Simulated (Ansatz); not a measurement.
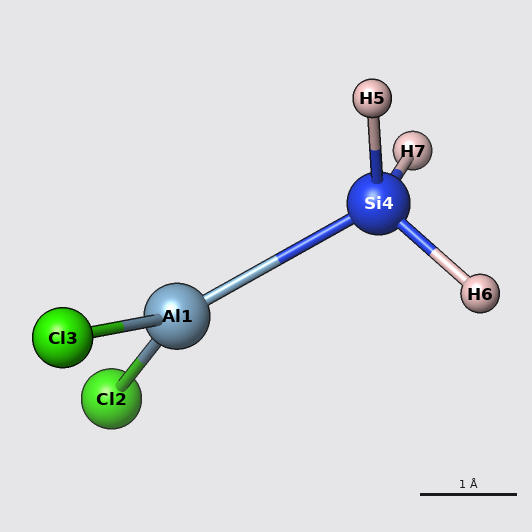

The atoms are numbered. Computed geometry: PBE0-D4/def2-TZVP optimisation.

Describe the coordination of atom 1.

Answer. Al1 has 3 neighbours (Cl2 at 2.09, Cl3 at 2.09, Si4 at 2.43 Å); the arrangement is trigonal planar.

How are the neighbours of atom 4 arranged?

Answer. Si4 has 4 neighbours (Al1 at 2.43, H5 at 1.49, H6 at 1.49, H7 at 1.49 Å); the arrangement is tetrahedral.
